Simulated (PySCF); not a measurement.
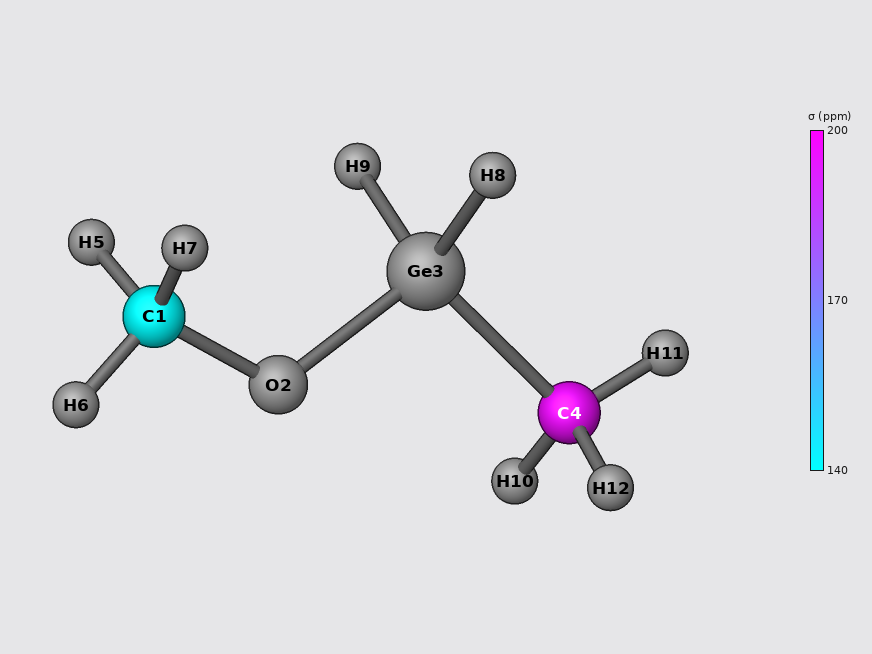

Atoms are coloured by their isotropic NMR shieldings (C only, the others grey). The computed structure is the end point of a PBE0-D3(BJ)/def2-SVP optimisation. No frequency run is at hand to confirm it as a minimum. Properties computed with GIAO PBE0/def2-SVP NMR shielding, non-relativistic, gas phase (PySCF 2.14.0).

Give the isotropic NMR shieldings of the C atoms atom by atom.

| atom | σ (ppm) |
| --- | --- |
| C1 | 140.6 |
| C4 | 196.5 |
